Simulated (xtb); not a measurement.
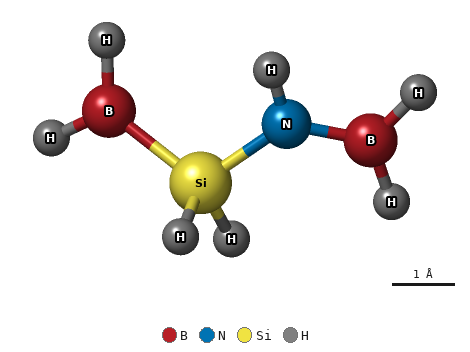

*The structure (ball-and-stick view, seen at a tilt).*

## B2SiNH7: energy and gradient calculation

- system: B2SiNH7, multiplicity 3, SMILES BN[SiH2]B
- method: GFN2-xTB (xtb 6.7.1)

The geometry is that of the parent species in another charge or spin state. The geometry comes from this level: GFN2-xTB.

Input file (geom.xyz):
```
11

B      0.236990    -0.711740     2.040310
N      0.297580    -0.611900     0.653100
Si     0.116420     0.778700    -0.408460
B     -0.640630     0.230840    -2.129340
H      0.417670    -1.748740     2.560020
H     -0.004490     0.251140     2.659940
H      0.501120    -1.470990     0.161060
H      1.468810     1.375730    -0.543220
H     -0.662830     1.755150     0.369630
H     -1.031330     1.035260    -2.880870
H     -0.699300    -0.883460    -2.482190
```

Run as:
```bash
xtb geom.xyz --gfn 2 --json --grad --uhf 2 > xtb.out
```

What the program printed:
```
* xtb version 6.7.1
   ID    Z sym.   atoms
    1    5 B      1, 4
    2    7 N      2
    3   14 Si     3
    4    1 H      5-11

           -------------------------------------------------
          |                Calculation Setup                |
           -------------------------------------------------

          program call               : xtb geom.xyz --gfn 2 --json --grad --uhf 2
          coordinate file            : geom.xyz
          omp threads                :                     1

           -------------------------------------------------
          |                 G F N 2 - x T B                 |
           -------------------------------------------------

      * Hamiltonian:
        H0-scaling (s, p, d)           1.850000    2.230000    2.230000
        zeta-weighting                 0.500000
      * Dispersion:
        s8                             2.700000
        a1                             0.520000
        a2                             5.000000
        s9                             5.000000
      * Repulsion:
        kExp                           1.500000    1.000000
        rExp                           1.000000
      * Coulomb:
        alpha                          2.000000
        third order                    shell-resolved
        anisotropic                    true
        a3                             3.000000
        a5                             4.000000
        cn-shift                       1.200000
        cn-exp                         4.000000
        max-rad                        5.000000

          ...................................................
          :                      SETUP                      :
          :.................................................:
          :  # basis functions                  29          :
          :  # atomic orbitals                  28          :
          :  # shells                           16          :
          :  # electrons                        22          :
          :  max. iterations                   250          :
          :  Hamiltonian                  GFN2-xTB          :
          :  restarted?                      false          :
          :  GBSA solvation                  false          :
          :  PC potential                    false          :
          :  electronic temp.          300.0000000     K    :
          :  accuracy                    1.0000000          :
          :  -> integral cutoff          0.2500000E+02      :
          :  -> integral neglect         0.1000000E-07      :
          :  -> SCF convergence          0.1000000E-05 Eh   :
          :  -> wf. convergence          0.1000000E-03 e    :
          :  Broyden damping             0.4000000          :
          :  net charge                          0          :
          :  unpaired electrons                  2          :
          ...................................................

 iter      E             dE          RMSdq      gap      omega  full diag
   1    -10.5417282 -0.105417E+02  0.105E+01    1.96       0.0  T
   2    -10.7047872 -0.163059E+00  0.723E+00    0.97       1.0  T
   3    -10.6982411  0.654618E-02  0.287E+00    2.03       1.0  T
   4    -10.6969101  0.133095E-02  0.242E+00    0.61       1.0  T
   5    -10.7309675 -0.340574E-01  0.911E-01    1.52       1.0  T
   6    -10.7299504  0.101707E-02  0.699E-01    1.33       1.0  T
   7    -10.7313991 -0.144863E-02  0.310E-01    1.51       1.0  T
   8    -10.7314775 -0.784506E-04  0.165E-01    1.49       1.0  T
   9    -10.7314115  0.660375E-04  0.145E-01    1.56       1.0  T
  10    -10.7315363 -0.124849E-03  0.677E-02    1.55       1.0  T
  11    -10.7315600 -0.236333E-04  0.232E-02    1.56       1.3  T
  12    -10.7315637 -0.370121E-05  0.594E-03    1.56       5.1  T
  13    -10.7315637 -0.580725E-07  0.366E-03    1.56       8.2  T
  14    -10.7315638 -0.652503E-07  0.121E-03    1.56      24.9  T
  15    -10.7315638 -0.404279E-08  0.560E-04    1.56      53.8  T
  16    -10.7315638 -0.119397E-08  0.161E-04    1.56     186.9  T

   *** convergence criteria satisfied after 16 iterations ***

         #    Occupation            Energy/Eh            Energy/eV
      -------------------------------------------------------------
         1        2.0000           -0.7197127             -19.5844
       ...           ...                  ...                  ...
         6        2.0000           -0.4410035             -12.0003
         7        2.0000           -0.4387393             -11.9387
         8        2.0000           -0.4122178             -11.2170
         9        2.0000           -0.4082606             -11.1093
        10        2.0000           -0.4037337             -10.9862
        11        1.0000           -0.3667010              -9.9784
        12        1.0000           -0.2582358              -7.0270 (HOMO)
        13                         -0.2009629              -5.4685 (LUMO)
        14                         -0.1755142              -4.7760
        15                         -0.1346546              -3.6641
        16                         -0.1208240              -3.2878
        17                         -0.0277024              -0.7538
       ...                                ...                  ...
        28                          0.7052247              19.1901
      -------------------------------------------------------------
                  HL-Gap            0.0572729 Eh            1.5585 eV
             Fermi-level           -0.3074063 Eh           -8.3650 eV

 transition dipole moment (au) for excitation:          11          12
     X       Y       Z
  -0.4908  -0.0564   0.2700  total (au/Debye):    0.563   1.431
 dE (eV)             :    2.951
 oscillator strength :  0.32415E-01

 SCC (total)                   0 d,  0 h,  0 min,  0.016 sec
 SCC setup                      ...        0 min,  0.000 sec (  0.662%)
 Dispersion                     ...        0 min,  0.000 sec (  0.279%)
 classical contributions        ...        0 min,  0.000 sec (  0.129%)
 integral evaluation            ...        0 min,  0.001 sec (  5.376%)
 iterations                     ...        0 min,  0.009 sec ( 54.424%)
 molecular gradient             ...        0 min,  0.004 sec ( 24.660%)
 printout                       ...        0 min,  0.002 sec ( 14.287%)

         :::::::::::::::::::::::::::::::::::::::::::::::::::::
         ::                     SUMMARY                     ::
         :::::::::::::::::::::::::::::::::::::::::::::::::::::
         :: total energy             -10.607494702273 Eh    ::
         :: gradient norm              0.022246458735 Eh/a0 ::
         :: HOMO-LUMO gap              1.558474843659 eV    ::
         ::.................................................::
         :: SCC energy               -10.731561232575 Eh    ::
         :: -> isotropic ES            0.061834822664 Eh    ::
         :: -> anisotropic ES          0.003835250165 Eh    ::
         :: -> anisotropic XC          0.000628238992 Eh    ::
         :: -> dispersion             -0.005686428243 Eh    ::
         :: repulsion energy           0.124066530302 Eh    ::
         :: add. restraining           0.000000000000 Eh    ::
         :: total charge               0.000000000030 e     ::
         :::::::::::::::::::::::::::::::::::::::::::::::::::::

           -------------------------------------------------
          |                Property Printout                |
           -------------------------------------------------

    * Orbital Energies and Occupations

         #    Occupation            Energy/Eh            Energy/eV
      -------------------------------------------------------------
         1        2.0000           -0.7197127             -19.5844
         2        2.0000           -0.5749915             -15.6463
         3        2.0000           -0.5119962             -13.9321
         4        2.0000           -0.4771460             -12.9838
         5        2.0000           -0.4670521             -12.7091
         6        2.0000           -0.4410035             -12.0003
         7        2.0000           -0.4387393             -11.9387
         8        2.0000           -0.4122178             -11.2170
         9        2.0000           -0.4082606             -11.1093
        10        2.0000           -0.4037337             -10.9862
        11        1.0000           -0.3667010              -9.9784
        12        1.0000           -0.2582358              -7.0270 (HOMO)
        13                         -0.2009629              -5.4685 (LUMO)
        14                         -0.1755142              -4.7760
        15                         -0.1346546              -3.6641
        16                         -0.1208240              -3.2878
        17                         -0.0277024              -0.7538
        18                         -0.0123908              -0.3372
        19                          0.1158537               3.1525
        20                          0.2903833               7.9017
        21                          0.3468800               9.4391
        22                          0.3804629              10.3529
        23                          0.3996354              10.8746
       ...                                ...                  ...
        28                          0.7052247              19.1901
      -------------------------------------------------------------
                  HL-Gap            0.0572729 Eh            1.5585 eV
             Fermi-level           -0.3074063 Eh           -8.3650 eV

     #   Z          covCN         q      C6AA      α(0)
     1   5 B        2.738     0.254    17.595     7.024
     2   7 N        2.519    -0.368    29.548     8.073
     3  14 Si       3.608     0.471    98.709    19.076
     4   5 B        2.817     0.074    20.191     7.507
     5   1 H        0.938    -0.125     6.508     3.988
     6   1 H        0.939    -0.129     6.687     4.043
     7   1 H        0.861     0.150     1.402     1.855
     8   1 H        0.912    -0.062     4.404     3.283
     9   1 H        0.916    -0.070     4.606     3.357
    10   1 H        0.940    -0.105     5.731     3.743
    11   1 H        0.939    -0.090     5.234     3.577

 Mol. C6AA /au·bohr⁶  :       1529.374023
 Mol. C8AA /au·bohr⁸  :      46731.672861
 Mol. α(0) /au        :         65.524590

Wiberg/Mayer (AO) data.
largest (>0.10) Wiberg bond orders for each atom

 ---------------------------------------------------------------------------
     #   Z sym  total        # sym  WBO       # sym  WBO       # sym  WBO
 ---------------------------------------------------------------------------
     1   5 B    3.375 --     2 N    1.379     6 H    0.974     5 H    0.959
     2   7 N    3.420 --     1 B    1.379     7 H    0.965     3 Si   0.941
     3  14 Si   3.630 --     2 N    0.941     4 B    0.918     9 H    0.856
                             8 H    0.845
     4   5 B    2.971 --    10 H    0.962    11 H    0.949     3 Si   0.918
     5   1 H    0.984 --     1 B    0.959
     6   1 H    0.983 --     1 B    0.974
     7   1 H    0.978 --     2 N    0.965
     8   1 H    0.990 --     3 Si   0.845
     9   1 H    0.992 --     3 Si   0.856
    10   1 H    0.987 --     4 B    0.962
    11   1 H    0.991 --     4 B    0.949
 ---------------------------------------------------------------------------

Topologies differ in total number of bonds
Writing topology from bond orders to xtbtopo.mol

molecular dipole:
                 x           y           z       tot (Debye)
 q only:        0.204       0.298      -0.332
   full:        0.311       0.070      -0.157       0.903
molecular quadrupole (traceless):
                xx          xy          yy          xz          yz          zz
 q only:        2.846       0.259       2.772      -2.099       0.774      -5.618
  q+dip:        2.434      -0.323       5.069      -2.392       1.874      -7.503
   full:        3.024      -0.155       4.184      -2.219       0.833      -7.208

           -------------------------------------------------
          | TOTAL ENERGY              -10.607494702273 Eh   |
          | GRADIENT NORM               0.022246458735 Eh/α |
          | HOMO-LUMO GAP               1.558474843659 eV   |
           -------------------------------------------------

------------------------------------------------------------------------
------------------------------------------------------------------------
 total:
 *  cpu-time:     0 d,  0 h,  0 min,  0.027 sec
 * ratio c/w:     0.968 speedup
 SCF:
 *  cpu-time:     0 d,  0 h,  0 min,  0.015 sec
 * ratio c/w:     0.944 speedup
```

Standard error:
```
normal termination of xtb
```

Key numbers:

| quantity | value |
| --- | --- |
| outcome | converged |
| electrons treated | 22 |
| total energy | −10.607495 hartree |
| dispersion energy | −0.005686 hartree |
| basis functions | 29 |
| largest force | 0.565 eV/Å |
| dipole moment | 0.90 D |
| hardware | 1 thread of Intel Xeon @ 2.50GHz (Skylake/Cascade Lake), 16 GiB of memory available, shared host |
| peak memory | 0.07 GiB |
